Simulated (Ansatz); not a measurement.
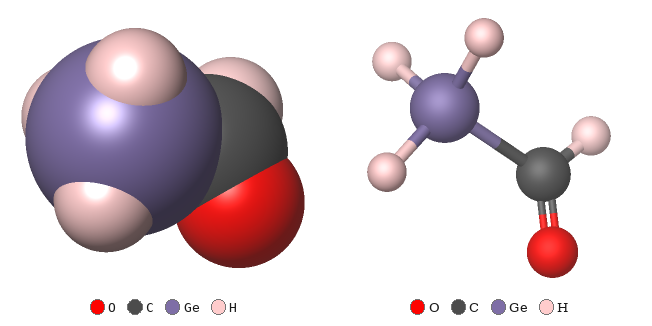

The same structure drawn twice, from different directions.

The geometry was computed by an optimisation with PBE0-D4/def2-TZVP.

Which formula does it have?

Answer. CH4GeO, 7 atoms: 1 carbon, 4 hydrogen, 1 germanium and 1 oxygen.

Give the symmetry (Schoenflies symbol).

Answer. Cs.

More results for the same structure follow; atom numbers are the same in all pictures, views and colours differ.

Geometry

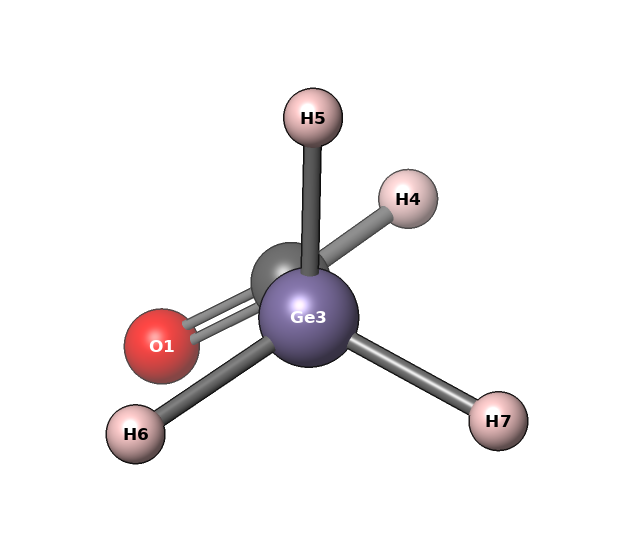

C2 lies behind Ge3. The molecule seen nearly along the Ge3–C2 bond, Ge3 in front. Distant atoms are faded towards the background colour.

What is the torsion angle H5–Ge3–C2–O1? The sign is positive where the front bond must turn clockwise to cover the back bond.

Answer. −121°, anticlinal.

Levels of theory compared

Program: Ansatz 0.2.0.

Tabulate dipole (D), HOMO–LUMO gap (eV) at these levels: B3LYP-D4/def2-TZVPP; PBE-D4/def2-TZVPP; r2SCAN-D4/def2-TZVPP; ωB97M-V/def2-TZVPP.

| level | dipole (D) | HOMO–LUMO gap (eV) |
| --- | --- | --- |
| B3LYP-D4/def2-TZVPP | 2.08 | 5.12 |
| PBE-D4/def2-TZVPP | 1.86 | 3.01 |
| r2SCAN-D4/def2-TZVPP | 1.98 | 3.48 |
| ωB97M-V/def2-TZVPP | 2.13 | 10.16 |

Vibrations

Harmonic vibrations computed with RKS PBE0-D4/def2-TZVP (Ansatz 0.2.0) at a stationary point of the same level.

How many vibrational modes are there, and where do they lie?

Answer. 15 modes: 68, 265, 434, 457, 678, 798, 850, 877, 910, 1381, 1797, 2148, 2155, 2188, 2832 cm⁻¹.

Charges

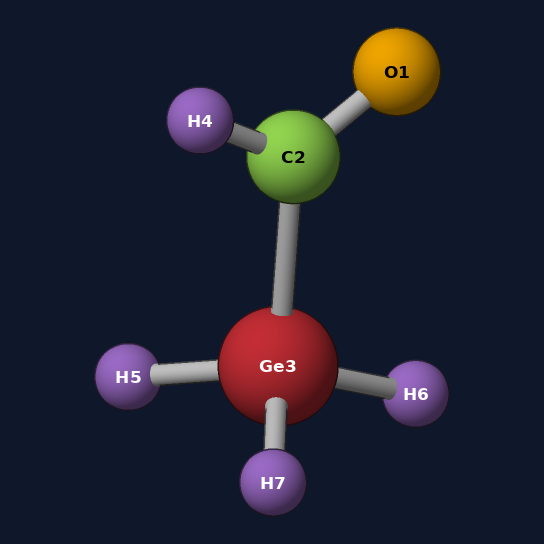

The questions are on Mulliken charges. Level of theory: RKS PBE0-D4/def2-TZVP (Ansatz 0.2.0).

List the Mulliken charges.

| atom | value (e) |
| --- | --- |
| O1 | −0.22 |
| C2 | 0.03 |
| Ge3 | 0.04 |
| H4 | 0.09 |
| H5 | 0.02 |
| H6 | 0.03 |
| H7 | 0.02 |

Mulliken values depend strongly on the basis set and can even reverse the polarity of a bond.
